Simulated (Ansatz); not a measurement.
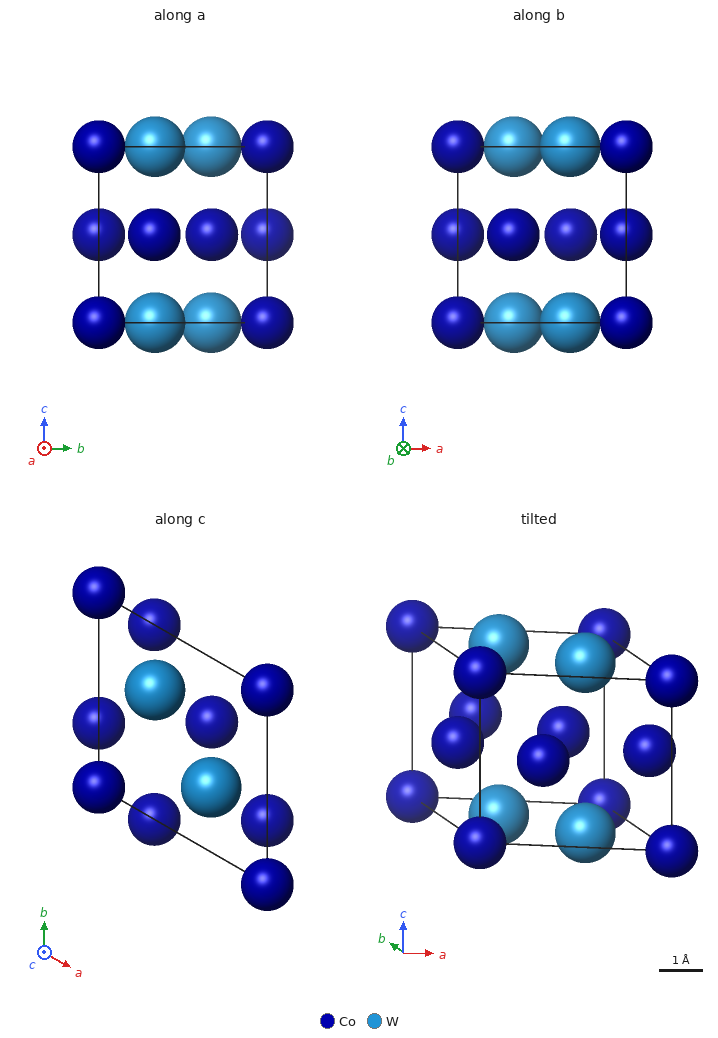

Drawn in the spheres-only manner and seen along the a axis, along the b axis, along the c axis and slightly off an axis. Thin lines show the conventional unit cell, with boundary atoms drawn in all their periodic places.

Lattice parameters: a = 4.5602 Å, b = 4.5602 Å, c = 4.1247 Å, α = 90.000°, β = 90.000°, γ = 120.000°.

> Record the structure as a CIF in P1 with every atom of the cell, with free fractional coordinates to two decimals.

```cif
data_structure
_symmetry_space_group_name_H-M 'P 1'
_symmetry_Int_Tables_number 1
_cell_length_a 4.5602
_cell_length_b 4.5602
_cell_length_c 4.1247
_cell_angle_alpha 90.000
_cell_angle_beta 90.000
_cell_angle_gamma 120.000
_cell_volume 74.28
loop_
_atom_site_label
_atom_site_type_symbol
_atom_site_fract_x
_atom_site_fract_y
_atom_site_fract_z
_atom_site_occupancy
Co1 Co 0.00 0.00 0.00 1
Co2 Co 0.00 0.33 0.50 1
Co3 Co 0.67 0.67 0.50 1
Co4 Co 0.33 0.00 0.50 1
W1 W 0.6667 0.3333 0.00 1
W2 W 0.3333 0.6667 0.00 1
```

The initial geometry was a structure type filled with these elements by a generator (whether the compound takes this form wasn't checked). What is shown is the relaxed result from DFT PBE, scalar-relativistic, plane waves, PAW (Ansatz).
